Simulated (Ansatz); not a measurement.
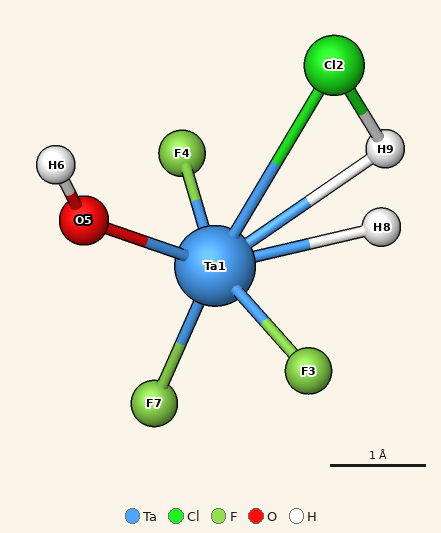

*The input geometry (ball-and-stick view, seen at a tilt; atoms are numbered from 1 in the order of the input). Sticks mark near contacts.*

**Run report: TaH$_{3}$ClOF$_{3}$, frequency calculation**

The run: frequency calculation of TaH$_{3}$ClOF$_{3}$. Method and program: RHF/def2-SVP (Ansatz 0.2.0).

It belongs to a series of runs on one base structure; here: vibrations at the highest image of the band. Figures and captions count atoms from 1; the log counts them from 0 in places.

**Log**
```
Engine: ansatz 0.2.0, x86_64-unknown-linux-gnu
Functional definition: HF
  exchange = exact_x
  correlation = 0
1241 factors; integrals over basis functions are off by at most 3.1e-4 eV
mean field evaluation 1: about -24226.1617 eV, gradient 6.3e1 eV
mean field evaluation 2: about -24226.3252 eV, gradient 6.3e1 eV
mean field evaluation 4: about -24233.6294 eV, gradient 3.0e0 eV
mean field evaluation 8: about -24233.6959 eV, gradient 3.8e-1 eV
mean field -24233.69683709 eV, -890.5719325732 hartree, gradient 1.8e-5 eV, S^2 0.000000; 0 other end points of the search recorded, 0 dependent functions left out
the calculation of the forces begins
reference -24233.69683709 eV, -890.5719325732 hartree; 34, 34 occupied and 87, 87 virtual orbitals, 1241 factors
these checks for a lower state are left out or cut short: stability, starts, cluster_reference, orbital_swaps, neighbouring_geometries, increment
1241 factors; integrals over basis functions are off by at most 3.1e-4 eV
mean field evaluation 16: about -24233.3948 eV, gradient 3.0e0 eV
mean field -24233.69662727 eV, -890.5719248626 hartree, gradient 3.7e-6 eV, S^2 0.000000; 0 other end points of the search recorded, 0 dependent functions left out
[... from here on the field's lines of each further geometry are left out, up to the last ...]
the calculation of the forces begins
reference -24233.69683921 eV, -890.5719326514 hartree; 34, 34 occupied and 87, 87 virtual orbitals, 1241 factors
these checks for a lower state are left out or cut short: stability, starts, cluster_reference, orbital_swaps, neighbouring_geometries, increment
1241 factors; integrals over basis functions are off by at most 3.1e-4 eV
mean field -24233.69681684 eV, -890.5719318294 hartree, gradient 1.2e-6 eV, S^2 0.000000; 0 other end points of the search recorded, 0 dependent functions left out
the calculation of the forces begins
reference -24233.69681684 eV, -890.5719318294 hartree; 34, 34 occupied and 87, 87 virtual orbitals, 1241 factors
WARN: phonons: modes at or below zero, which the zero-point energy, F, S and C_V leave out: 1, the lowest at -1169.02 cm⁻¹. A minimum has none, and a first-order saddle one
Total energy: -24233.69683709 eV, -890.5719325732 hartree
Atom 0 at    -0.292304    -0.399350     0.245969 Å, force    -0.023918     0.014312    -0.006193 eV/Å
Atom 1 at     2.236050     0.612934     0.605519 Å, force    -0.000084    -0.002531    -0.002598 eV/Å
Atom 2 at    -0.325147    -0.656122     2.106115 Å, force    -0.001208    -0.001640     0.003269 eV/Å
Atom 3 at     0.193232    -0.661244    -1.549324 Å, force     0.001831    -0.001895    -0.000239 eV/Å
Atom 4 at    -0.733512     1.397522     0.180296 Å, force     0.002087    -0.012073     0.003374 eV/Å
Atom 5 at    -0.422876     2.290061     0.225221 Å, force    -0.002884     0.002263    -0.001575 eV/Å
Atom 6 at    -1.893266    -1.302313     0.020249 Å, force     0.006537     0.004547     0.000977 eV/Å
Atom 7 at     1.114140    -1.625754     0.447374 Å, force     0.004456     0.007213    -0.001486 eV/Å
Atom 8 at     1.829082    -0.806533     0.547780 Å, force     0.013183    -0.010196     0.004473 eV/Å
Dipole moment:     0.097995     0.378598     0.013932 e Å
Vibrations: -1169.02 99.84 110.16 186.80 209.73 214.17 233.88 265.67 268.11 426.68 538.67 664.66 700.28 712.13 744.38 835.54 1169.07 1258.91 1477.54 1845.04 4193.87 cm⁻¹, zero-point energy 1.001490 eV
```

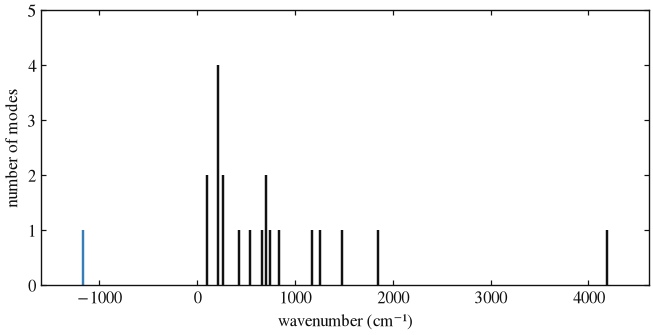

*Harmonic vibrational wavenumbers from the force constants; neighbouring modes closer than 24 cm⁻¹ are counted in one stick, and imaginary ones are drawn at negative wavenumbers.*

21 modes from 1169i to 4194 cm⁻¹, 1 imaginary beyond 8i (1169i cm⁻¹): a first-order saddle point, if the geometry is stationary.

This output came from the following input.

**The input**
```yaml
crystal:
  periodic: [false, false, false]
  atoms:
    - { symbol: Ta, position_ang: [-0.292304, -0.39935, 0.245969] }
    - { symbol: Cl, position_ang: [2.23605, 0.612934, 0.605519] }
    - { symbol: F, position_ang: [-0.325147, -0.656122, 2.106115] }
    - { symbol: F, position_ang: [0.193232, -0.661244, -1.549324] }
    - { symbol: O, position_ang: [-0.733512, 1.397522, 0.180296] }
    - { symbol: H, position_ang: [-0.422876, 2.290061, 0.225221] }
    - { symbol: F, position_ang: [-1.893266, -1.302313, 0.020249] }
    - { symbol: H, position_ang: [1.11414, -1.625754, 0.447374] }
    - { symbol: H, position_ang: [1.829082, -0.806533, 0.54778] }
basis:
  gaussian: { orbitals: def2-SVP }
hamiltonian:
  xc: hf
phonons: {}
```

Launched with:
```bash
ansatz run input.yaml --threads 2 --pin off --max-ram 3072MiB --backend cpu --events-out ev --progress --plain --runs-dir out
```

**Key numbers**

| quantity | value |
| --- | --- |
| outcome | converged |
| total energy | −24233.6968 eV |
| mean-field energy | −24233.6968 eV |
| largest force (length of the vector) | 0.029 eV/Å |
| hardware | 2 threads of Intel Xeon (Granite Rapids), 32 GiB of memory available, shared host |
| wall time | 79 s (CPU time 2.5 min) |
| peak memory | 0.29 GiB |
